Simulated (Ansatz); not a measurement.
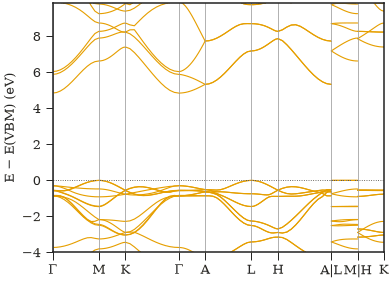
*Band structure from DFT-PBE+D3(BJ) in the program Ansatz with PAW potentials*

Q: Read off the gap and where the band edges lie.

A: About 4.8 eV (4.84 eV by a search for the band edges); maximum at M, minimum at Γ.

Q: Pick the material that matches.
A) B2O3, P-62c (O on 6h, B on 2d, B on 2b)
B) BN, P6_3mc (Pearson symbol hP12)
C) BN, P6_3/mmc (B on 2d, N on 2c)
D) BN, P6_3/mmc (B on 2b, N on 2d)

A: A, B2O3, P-62c (O on 6h, B on 2d, B on 2b)

The start of the workflow was typed in or built on a structure type; neither database checked (COD, Materials Project) lists it. COD files the formula under space group No. 144, 152. Whether it is the stable phase at ambient conditions was not checked. Symmetry was held in the PBE+D3(BJ) relaxation; its stability against distortions is not shown here.

Potentials: the earlier of the program's two PAW sets.
